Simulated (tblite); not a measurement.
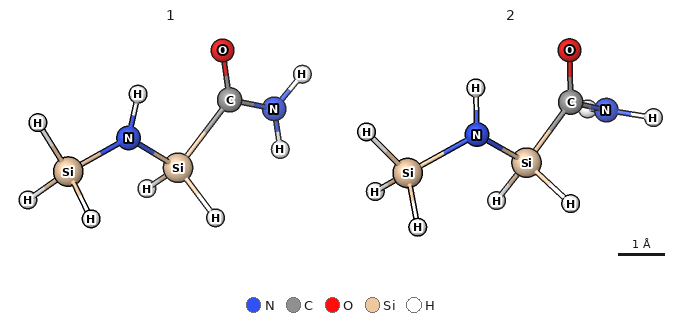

Two geometries of CH$_{8}$N$_{2}$OSi$_{2}$, drawn at one scale. One is the start of a relaxation, the other its converged end. The picture is a ball-and-stick view, seen from a free direction.

Level of theory: tblite 0.8.0, GFN2-xTB geometry optimisation, gas phase. 

Question: Which one is relaxed?

Answer: Structure 1 is the relaxed one. The energy falls by 1.519 eV in 120 geometry steps. The largest move after the best rigid fit is that of an H atom, 1.40 Å. Largest moves by element: H 1.40 Å, N 0.46 Å, Si 0.41 Å, O 0.15 Å, C 0.06 Å. Among the contacts that change: C–Si 1.823 → 1.916 Å, C–N 1.432 → 1.351 Å, H–N 1.059 → 1.009 Å, C–O 1.260 → 1.218 Å. Among the angles between lasting bonds that change: Si–N–Si 117.7° → 130.4°, C–Si–N 112.1° → 102.9°, N–Si–H 116.5° → 108.3°. Groups turn about C–N by about 80°.
